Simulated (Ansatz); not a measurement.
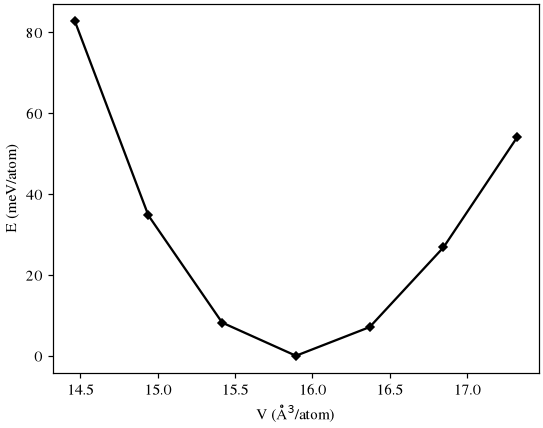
Figure. Nb2SnC in space group P6_3/mmc (No. 194; Nb on 4f, Sn on 2d, C on 2a) under volume change, r²SCAN in the plane-wave PAW code Ansatz, shape and atoms relaxed at each volume.

Q: What does a third-order Birch–Murnaghan fit give for V₀, B₀ and B′?

A: V₀ = 15.89 Å³/atom, B₀ = 163 GPa, B′ = 6.0.

The first step of the workflow began from a Materials Project structure, measured or hypothetical; the Crystallography Open Database copy checked does not list it. Whether it is the stable phase at ambient conditions was not checked. Symmetry was held in the r²SCAN relaxation; of distortions, only those at the zone centre were tested. The run is not spin-polarised. Scalar-relativistic: spin–orbit coupling is off unless named, which matters more the heavier the elements.

Potentials: the later of the program's two PAW sets.
